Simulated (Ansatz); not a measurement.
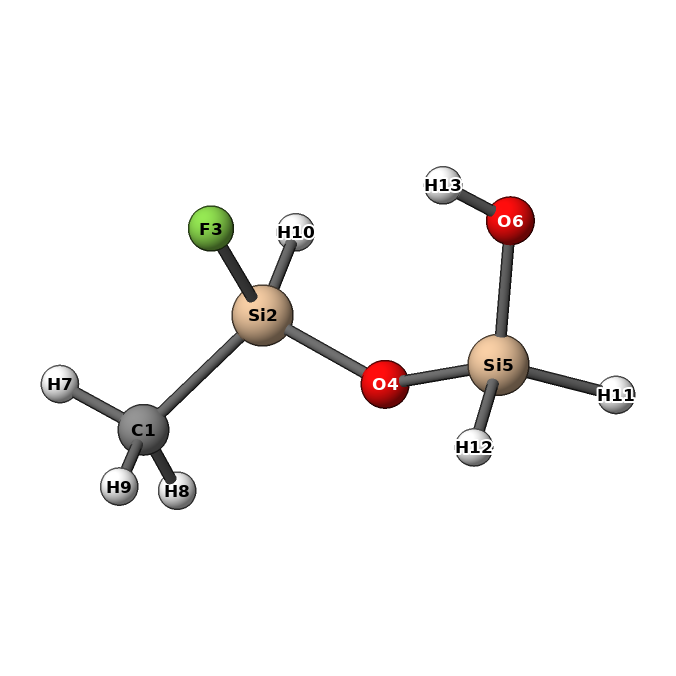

The questions are on Mulliken charges. The geometry was computed by an optimisation with PBE0-D4/def2-TZVP. No frequency run is at hand to confirm it as a minimum. Method: RKS PBE-D4/def2-TZVPP (Ansatz 0.2.0).

**Which atom carries the highest charge (most positive or least negative)?**

Si2 (0.60 e).

**And the lowest?**

C1 (−0.37 e).

List the Mulliken charges.

| atom | value (e) |
| --- | --- |
| C1 | −0.37 |
| Si2 | 0.60 |
| F3 | −0.30 |
| O4 | −0.32 |
| Si5 | 0.49 |
| O6 | −0.35 |
| H7 | 0.11 |
| H8 | 0.11 |
| H9 | 0.11 |
| H10 | −0.10 |
| H11 | −0.07 |
| H12 | −0.09 |
| H13 | 0.19 |

Mulliken values depend strongly on the basis set and can even reverse the polarity of a bond.
